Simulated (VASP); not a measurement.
Band structure of Cu (fcc). All values below come from PBE GGA with D3 dispersion (Becke-Johnson damping), VASP's PBE PAW potentials (set 64) (plane waves; VASP).

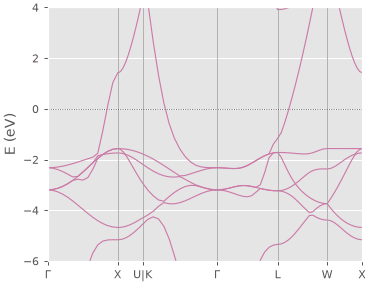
Fig. 1. Bands along high-symmetry lines, zero at the valence-band maximum or, without a gap, the Fermi level

**Question.** Read the plot: is there a gap, and where are the band edges?

**Answer.** It has no gap at this level: it comes out as a metal or semimetal. (Edges off the drawn lines would not show.)

The compound is Cu in the fcc structure. It was relaxed first.
